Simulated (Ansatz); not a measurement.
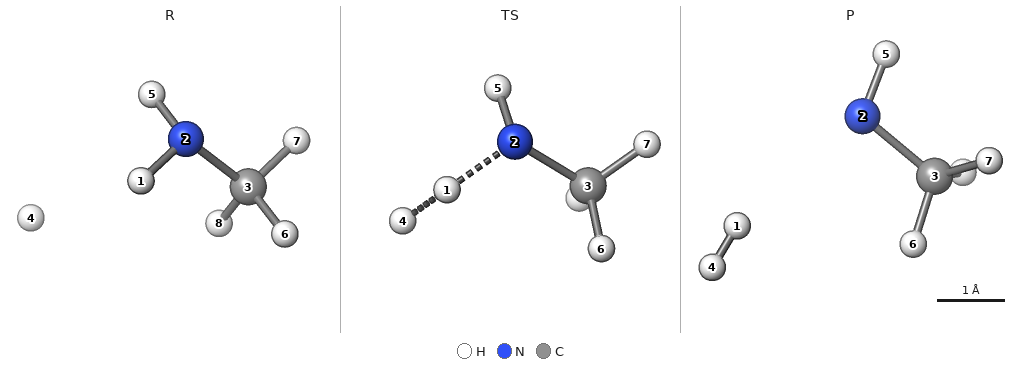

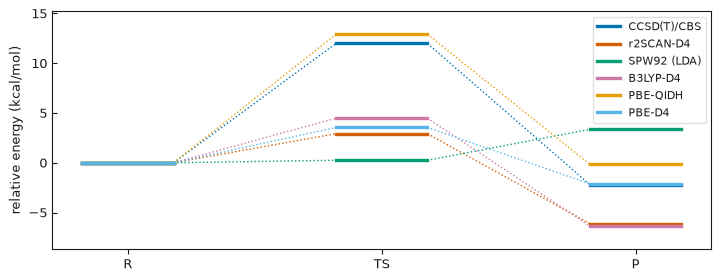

A reaction step of CH6N (multiplicity 2), with its energy diagram. Style: ball-and-stick. Shown face on. Dashed sticks mark bonds that form or break.

Stationary points at PBE0-D4/def2-TZVP, single-point energies with CCSD(T)/CBS, r2SCAN-D4, SPW92 (LDA), B3LYP-D4, PBE-QIDH, PBE-D4 (def2-TZVPP where no basis is named; Ansatz 0.2.0). The energies are electronic, without zero-point or thermal terms, and both ends are the minima reached downhill from the saddle, with any fragments still in contact. CCSD(T)/CBS stands for a frozen-core estimate: MP2 correlation extrapolated from def2-TZVPP and def2-QZVPP, CCSD(T) minus MP2 from the smaller set.

Question: Describe the step and its energetics.

Answer: Counted by bonded pieces, R holds CH₅N + H and P holds CH₄N + H₂. From R over the saddle to P, a bond forms: H1–H4 (3.03 → 0.92 → 0.75 Å). A bond breaks: H1–N2 (1.01 → 1.27 → 2.59 Å). The saddle has one imaginary mode, 1343i cm⁻¹. With CCSD(T)/CBS the barrier is 12.0 kcal/mol from R and 14.2 kcal/mol from P, and P lies 2.2 kcal/mol below R.

```tsv
level	barrier from R (kcal/mol)	barrier from P (kcal/mol)	P less R (kcal/mol)
CCSD(T)/CBS	12.0	14.2	−2.2
r2SCAN-D4	2.9	9.0	−6.1
SPW92 (LDA)	0.3	−3.1	3.4
B3LYP-D4	4.5	10.8	−6.4
PBE-QIDH	12.9	13.1	−0.2
PBE-D4	3.6	5.7	−2.1
```

Against CCSD(T)/CBS, PBE-QIDH comes closest on the barrier from R (+0.9 kcal/mol) and SPW92 (LDA) misses most (−11.7 kcal/mol).

Limits of the set-up: the start holds two separate molecules, 2.9 Å apart at their closest, whose relative position is a soft coordinate.
